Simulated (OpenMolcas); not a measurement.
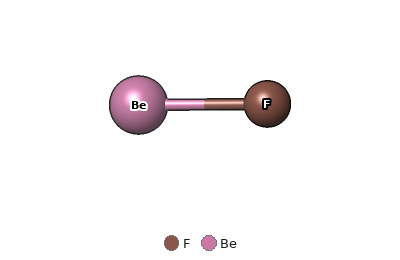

The molecule at the reference distance of 1.411 Å.

Relativistic diatomic calculation: FBe (part 1 of 2)

System: FBe.
Method: SA-CASSCF(7,7)/XMS-CASPT2 + RASSI spin-orbit (X2C scalar, AMFI), ANO-RCC-VTZP (OpenMolcas).

**Input**
```
&GATEWAY
Coord
2
angstrom
F 0.0 0.0 0.0
Be 0.0 0.0 1.4110
Basis=ANO-RCC-VTZP
Group=XY
RX2C
AMFI
ANGMom
0.0 0.0 0.0
RICD
&SEWARD
&GUESSORB
&RASSCF
FileOrb=$CurrDir/o21.orb
Symmetry=1
Spin=2
nActEl=7 0 0
Inactive=3 0
RAS2=3 4
CIRoot=6 6 1
Linear
Iterations=120 100
OrbListing=Nothing
PRWF=0.15
>>COPY $Project.RasOrb $CurrDir/o21.orb
>>COPY $Project.rasscf.h5 $CurrDir/r21.h5
&CASPT2
XMultistate=all
Imaginary=0.2
IPEA=0.25
MaxIter=40
>>COPY $Project.JobMix JOB001
&RASSCF
CIOnly
FileOrb=$CurrDir/ref.orb
Symmetry=2
Spin=2
nActEl=7 0 0
Inactive=3 0
RAS2=3 4
CIRoot=4 4 1
Linear
Iterations=120 100
OrbListing=Nothing
PRWF=0.15
>>COPY $Project.RasOrb $CurrDir/o22.orb
>>COPY $Project.rasscf.h5 $CurrDir/r22.h5
&CASPT2
XMultistate=all
Imaginary=0.2
IPEA=0.25
MaxIter=40
>>COPY $Project.JobMix JOB002
&RASSCF
CIOnly
FileOrb=$CurrDir/ref.orb
Symmetry=1
Spin=4
nActEl=7 0 0
Inactive=3 0
RAS2=3 4
CIRoot=4 4 1
Linear
Iterations=120 100
OrbListing=Nothing
PRWF=0.15
>>COPY $Project.RasOrb $CurrDir/o41.orb
>>COPY $Project.rasscf.h5 $CurrDir/r41.h5
&CASPT2
XMultistate=all
Imaginary=0.2
IPEA=0.25
MaxIter=40
>>COPY $Project.JobMix JOB003
&RASSI
Nr of JobIphs=3 6 4 4
1 2 3 4 5 6
1 2 3 4
1 2 3 4
SpinOrbit
EJob
Omega
MEES
MESO
Properties=4
'AngMom' 3 'Mltpl  1' 1 'Mltpl  1' 2 'Mltpl  1' 3
Thrs=1.0d-4
>>COPY $Project.rassi.h5 $CurrDir/so.h5
```

The first orbital files come from an earlier step.

Hardware: 1 thread of Intel Xeon (Granite Rapids), 176 GiB of memory available, shared host.

Launched with:
```bash
pymolcas m.inp (one call a module block, same work directory)
```

**The program's output (extracts)**
```
++    Wave function specifications:
      Number of closed shell electrons           6
      Number of electrons in active shells       7
      Number of inactive orbitals                3
      Number of active orbitals                  7
      Number of secondary orbitals              50
      Spin quantum number                      0.5
      State symmetry                             1
++    Orbital specifications:
      Symmetry species                           1   2
                                                 a   b
      Frozen orbitals                            0   0
      Inactive orbitals                          3   0
      Active orbitals                            3   4
      RAS2 orbitals                              3   4
      Secondary orbitals                        26  24
      Number of basis functions                 32  28
      printout of CI-coefficients larger than  0.15 for root  1
      energy=    -114.239004
      conf/sym  111 2222     Coeff  Weight
            58  u20 2200   0.19959 0.03983
            85  02u 2200  -0.93670 0.87742
      printout of CI-coefficients larger than  0.15 for root  2
      energy=    -113.987764
      conf/sym  111 2222     Coeff  Weight
            58  u20 2200   0.89748 0.80547
            60  u20 2ud0   0.15914 0.02533
            86  02u 2du0   0.15117 0.02285
           155  02u d20u   0.15117 0.02285
           200  u20 u20d   0.15914 0.02533
      printout of CI-coefficients larger than  0.15 for root  3
      energy=    -113.958636
      conf/sym  111 2222     Coeff  Weight
            86  02u 2du0   0.20278 0.04112
           112  0u2 2200   0.89194 0.79556
           155  02u d20u   0.20278 0.04112
           350  0u0 2220  -0.20365 0.04147
           355  0u0 2202  -0.20365 0.04147
      printout of CI-coefficients larger than  0.15 for root  4
      energy=    -113.939919
      conf/sym  111 2222     Coeff  Weight
            86  02u 2du0  -0.61030 0.37246
            87  02u 2ud0  -0.33882 0.11480
           155  02u d20u   0.61030 0.37246
           227  02u u20d   0.33882 0.11480
      printout of CI-coefficients larger than  0.15 for root  5
      energy=    -113.939919
      conf/sym  111 2222     Coeff  Weight
            89  02u 2d0u  -0.61030 0.37246
            91  02u 2u0d  -0.33882 0.11480
           153  02u d2u0  -0.61030 0.37246
           224  02u u2d0  -0.33882 0.11480
      printout of CI-coefficients larger than  0.15 for root  6
      energy=    -113.936935
      conf/sym  111 2222     Coeff  Weight
            89  02u 2d0u   0.60128 0.36154
            91  02u 2u0d   0.35482 0.12590
           153  02u d2u0  -0.60128 0.36154
           224  02u u2d0  -0.35482 0.12590
      Natural orbitals and occupation numbers for root  1
      sym 1:   0.005420   1.993395   0.998796
      sym 2:   1.976519   1.976519   0.024676   0.024676
      Natural orbitals and occupation numbers for root  2
      sym 1:   0.955584   1.974600   0.060599
      sym 2:   1.947441   1.947441   0.057167   0.057167
      Natural orbitals and occupation numbers for root  3
      sym 1:   0.012176   1.093782   1.724966
      sym 2:   1.953157   1.953157   0.131381   0.131381
      Natural orbitals and occupation numbers for root  4
      sym 1:   0.000372   1.999592   0.999749
      sym 2:   1.499869   1.499869   0.500275   0.500275
      Natural orbitals and occupation numbers for root  5
      sym 1:   0.000372   1.999592   0.999749
      sym 2:   1.499868   1.499869   0.500275   0.500275
      Natural orbitals and occupation numbers for root  6
      sym 1:   0.000279   1.999340   0.999515
      sym 2:   1.500036   1.500036   0.500397   0.500398
      RASSCF energy for state  6                   -113.93693544
::    RASSCF root number  1 Total energy:   -114.23900393
::    RASSCF root number  2 Total energy:   -113.98776443
::    RASSCF root number  3 Total energy:   -113.95863606
::    RASSCF root number  4 Total energy:   -113.93991904
::    RASSCF root number  5 Total energy:   -113.93991904
::    RASSCF root number  6 Total energy:   -113.93693544
      Von Neumann Entropy (Root   1) =  0.71827
++    Wave function specifications:
      Number of closed shell electrons           2
      Number of electrons in active shells       7
      Number of inactive orbitals                1
      Number of active orbitals                  7
      Number of secondary orbitals              50
      Spin quantum number                      0.5
      State symmetry                             1
      Number of CSFs                           392
      Number of CASSCF root(s) available         6
      CASPT2 state passed to geometry opt.       6
      A file JOBMIX will be created
      This is a MULTI-STATE CASSCF reference
      Number of CI roots used                    6
      These are:                                 1   2   3   4   5   6
      Off-diagonal elements of Heff are computed
  FINAL CASPT2 RESULT:
      Reference energy:        -114.2390039311
      E2 (Non-variational):      -0.2899068197
      Shift correction:          -0.0016447323
      E2 (Variational):          -0.2915515519
      Total energy:            -114.5305554830
      Reference weight:           0.93130
  FINAL CASPT2 RESULT:
      Reference energy:        -113.9877644300
      E2 (Non-variational):      -0.2826329792
      Shift correction:          -0.0019860756
      E2 (Variational):          -0.2846190548
      Total energy:            -114.2723834847
      Reference weight:           0.93103
  FINAL CASPT2 RESULT:
      Reference energy:        -113.9586360555
      E2 (Non-variational):      -0.2337424450
      Shift correction:          -0.0012445794
      E2 (Variational):          -0.2349870244
      Total energy:            -114.1936230799
      Reference weight:           0.94736
  FINAL CASPT2 RESULT:
      Reference energy:        -113.9399190441
      E2 (Non-variational):      -0.2259194070
      Shift correction:          -0.0012060509
      E2 (Variational):          -0.2271254580
      Total energy:            -114.1670445021
      Reference weight:           0.95188
  FINAL CASPT2 RESULT:
      Reference energy:        -113.9399190441
      E2 (Non-variational):      -0.2259860967
      Shift correction:          -0.0012083604
      E2 (Variational):          -0.2271944571
      Total energy:            -114.1671135013
      Reference weight:           0.95183
  FINAL CASPT2 RESULT:
      Reference energy:        -113.9369354371
      E2 (Non-variational):      -0.2266842594
      Shift correction:          -0.0012500421
      E2 (Variational):          -0.2279343015
      Total energy:            -114.1648697386
      Reference weight:           0.95194
       Total XMS-CASPT2 energies:
::    XMS-CASPT2 Root  1     Total energy:   -114.53039168
::    XMS-CASPT2 Root  2     Total energy:   -114.27247891
::    XMS-CASPT2 Root  3     Total energy:   -114.19369148
::    XMS-CASPT2 Root  4     Total energy:   -114.16711892
::    XMS-CASPT2 Root  5     Total energy:   -114.16703908
::    XMS-CASPT2 Root  6     Total energy:   -114.16486972
++    Wave function specifications:
      Number of closed shell electrons           6
      Number of electrons in active shells       7
      Number of inactive orbitals                3
      Number of active orbitals                  7
      Number of secondary orbitals              50
      Spin quantum number                      0.5
      State symmetry                             2
      printout of CI-coefficients larger than  0.15 for root  1
      energy=    -114.063060
      conf/sym  111 2222     Coeff  Weight
            20  022 2u00  -0.27260 0.07431
           177  020 22u0  -0.89461 0.80032
           178  020 2u20  -0.16717 0.02795
           193  0ud 22u0   0.15282 0.02335
           293  020 u2ud  -0.16777 0.02815
      printout of CI-coefficients larger than  0.15 for root  2
      energy=    -114.063060
      conf/sym  111 2222     Coeff  Weight
            77  022 u200   0.27260 0.07431
           179  020 220u   0.89461 0.80032
           180  020 2udu   0.20410 0.04166
           195  0ud 220u  -0.15282 0.02335
           295  020 u202   0.16717 0.02795
      printout of CI-coefficients larger than  0.15 for root  3
      energy=    -114.003322
      conf/sym  111 2222     Coeff  Weight
            20  022 2u00   0.76139 0.57971
            77  022 u200   0.46421 0.21549
           177  020 22u0  -0.23784 0.05657
           183  020 2u02   0.18142 0.03291
      printout of CI-coefficients larger than  0.15 for root  4
      energy=    -114.003322
      conf/sym  111 2222     Coeff  Weight
            20  022 2u00   0.46421 0.21549
            77  022 u200  -0.76139 0.57971
           179  020 220u   0.23784 0.05657
           290  020 u220  -0.18142 0.03291
      Natural orbitals and occupation numbers for root  1
      sym 1:   0.001304   1.976491   0.180182
      sym 2:   1.968570   1.899924   0.938062   0.035467
      Natural orbitals and occupation numbers for root  2
      sym 1:   0.001304   1.976491   0.180182
      sym 2:   1.899924   1.968570   0.035467   0.938062
      Natural orbitals and occupation numbers for root  3
      sym 1:   0.011328   1.983685   1.653920
      sym 2:   1.983331   1.111095   0.148042   0.108599
      Natural orbitals and occupation numbers for root  4
      sym 1:   0.011328   1.983685   1.653920
      sym 2:   1.111095   1.983331   0.108599   0.148042
      RASSCF energy for state  4                   -114.00332213
::    RASSCF root number  1 Total energy:   -114.06306037
::    RASSCF root number  2 Total energy:   -114.06306037
::    RASSCF root number  3 Total energy:   -114.00332213
::    RASSCF root number  4 Total energy:   -114.00332213
      Von Neumann Entropy (Root   1) =  1.04490
++    Wave function specifications:
      Number of closed shell electrons           2
      Number of electrons in active shells       7
      Number of inactive orbitals                1
      Number of active orbitals                  7
      Number of secondary orbitals              50
      Spin quantum number                      0.5
      State symmetry                             2
      Number of CSFs                           392
      Number of CASSCF root(s) available         4
      CASPT2 state passed to geometry opt.       4
      A file JOBMIX will be created
      This is a MULTI-STATE CASSCF reference
      Number of CI roots used                    4
      These are:                                 1   2   3   4
      Off-diagonal elements of Heff are computed
  FINAL CASPT2 RESULT:
      Reference energy:        -114.0630601991
      E2 (Non-variational):      -0.3115298756
      Shift correction:          -0.0076830715
      E2 (Variational):          -0.3192129471
      Total energy:            -114.3822731463
      Reference weight:           0.89541
  FINAL CASPT2 RESULT:
      Reference energy:        -114.0630601972
      E2 (Non-variational):      -0.3115298755
      Shift correction:          -0.0076830715
      E2 (Variational):          -0.3192129470
      Total energy:            -114.3822731442
      Reference weight:           0.89541
  FINAL CASPT2 RESULT:
      Reference energy:        -114.0033219436
      E2 (Non-variational):      -0.2341301153
      Shift correction:          -0.0014643094
      E2 (Variational):          -0.2355944247
      Total energy:            -114.2389163684
      Reference weight:           0.94541
  FINAL CASPT2 RESULT:
      Reference energy:        -114.0033219435
      E2 (Non-variational):      -0.2341301153
      Shift correction:          -0.0014643094
      E2 (Variational):          -0.2355944247
      Total energy:            -114.2389163682
      Reference weight:           0.94541
       Total XMS-CASPT2 energies:
::    XMS-CASPT2 Root  1     Total energy:   -114.37803597
::    XMS-CASPT2 Root  2     Total energy:   -114.37803597
::    XMS-CASPT2 Root  3     Total energy:   -114.24315355
::    XMS-CASPT2 Root  4     Total energy:   -114.24315355
++    Wave function specifications:
      Number of closed shell electrons           6
      Number of electrons in active shells       7
      Number of inactive orbitals                3
      Number of active orbitals                  7
      Number of secondary orbitals              50
      Spin quantum number                      1.5
      State symmetry                             1
      printout of CI-coefficients larger than  0.15 for root  1
      energy=    -113.957777
      conf/sym  111 2222     Coeff  Weight
            31  02u 2uu0   0.70152 0.49213
            98  02u u20u   0.70152 0.49213
      printout of CI-coefficients larger than  0.15 for root  2
      energy=    -113.948208
      conf/sym  111 2222     Coeff  Weight
            31  02u 2uu0  -0.15478 0.02396
            32  02u 2u0u   0.68375 0.46752
            96  02u u2u0   0.68375 0.46752
            98  02u u20u   0.15478 0.02396
      printout of CI-coefficients larger than  0.15 for root  3
      energy=    -113.948208
      conf/sym  111 2222     Coeff  Weight
            31  02u 2uu0   0.68375 0.46752
            32  02u 2u0u   0.15478 0.02396
            96  02u u2u0   0.15478 0.02396
            98  02u u20u  -0.68375 0.46752
      printout of CI-coefficients larger than  0.15 for root  4
      energy=    -113.939928
      conf/sym  111 2222     Coeff  Weight
            32  02u 2u0u   0.69887 0.48842
            96  02u u2u0  -0.69887 0.48842
      Natural orbitals and occupation numbers for root  1
      sym 1:   0.001080   1.998986   0.999716
      sym 2:   1.499954   1.499954   0.500155   0.500155
      Natural orbitals and occupation numbers for root  2
      sym 1:   0.000208   1.999722   0.999844
      sym 2:   1.499836   1.499837   0.500277   0.500277
      Natural orbitals and occupation numbers for root  3
      sym 1:   0.000208   1.999722   0.999844
      sym 2:   1.499837   1.499836   0.500277   0.500277
      Natural orbitals and occupation numbers for root  4
      sym 1:   0.000325   1.998166   0.998482
      sym 2:   1.500525   1.500526   0.500988   0.500988
      RASSCF energy for state  4                   -113.93992759
::    RASSCF root number  1 Total energy:   -113.95777685
::    RASSCF root number  2 Total energy:   -113.94820819
::    RASSCF root number  3 Total energy:   -113.94820819
::    RASSCF root number  4 Total energy:   -113.93992759
      Von Neumann Entropy (Root   1) =  2.12935
++    Wave function specifications:
      Number of closed shell electrons           2
      Number of electrons in active shells       7
      Number of inactive orbitals                1
      Number of active orbitals                  7
      Number of secondary orbitals              50
      Spin quantum number                      1.5
      State symmetry                             1
      Number of CSFs                           200
      Number of CASSCF root(s) available         4
      CASPT2 state passed to geometry opt.       4
      A file JOBMIX will be created
      This is a MULTI-STATE CASSCF reference
      Number of CI roots used                    4
      These are:                                 1   2   3   4
      Off-diagonal elements of Heff are computed
  FINAL CASPT2 RESULT:
      Reference energy:        -113.9577766533
      E2 (Non-variational):      -0.2251026817
      Shift correction:          -0.0008389295
      E2 (Variational):          -0.2259416111
      Total energy:            -114.1837182645
      Reference weight:           0.95510
  FINAL CASPT2 RESULT:
      Reference energy:        -113.9482079919
      E2 (Non-variational):      -0.2242144893
      Shift correction:          -0.0009573091
      E2 (Variational):          -0.2251717984
      Total energy:            -114.1733797903
      Reference weight:           0.95506
  FINAL CASPT2 RESULT:
      Reference energy:        -113.9482079919
      E2 (Non-SPIN-FREE ENERGIES:
  (Shifted by EMIN (a.u.) =       -114.5303916781)
 SF State       Relative EMIN(au)   Rel lowest level(eV)    D:o, cm**(-1)      Abs_M
     1             0.0000000000        0.0000000000              0.0000         0.0
     7             0.1523557100        4.1458100713          33438.2133         1.0
     8             0.1523557105        4.1458100849          33438.2134         1.0
     2             0.2579127707        7.0181640213          56605.3103         0.0
     9             0.2872381324        7.8161477658          63041.4832         1.0
    10             0.2872381324        7.8161477658          63041.4832         1.0
     3             0.3367001996        9.1620791816          73897.1522         0.0
    11             0.3466734042        9.4334639036          76086.0176         0.0
    12             0.3570078603        9.7146787802          78354.1685         2.0
    13             0.3570441523        9.7156663347          78362.1337         2.0
     4             0.3632727569        9.8851552997          79729.1544         2.0
     5             0.3633525960        9.8873278342          79746.6771         2.0
    14             0.3644817824        9.9180545618          79994.5048         0.0
     6             0.3655219559        9.9463591241          80222.7965         0.0
```

(Continued in part 2.) Outcome of the run: converged; components of a degenerate state are split by 18 cm⁻¹.
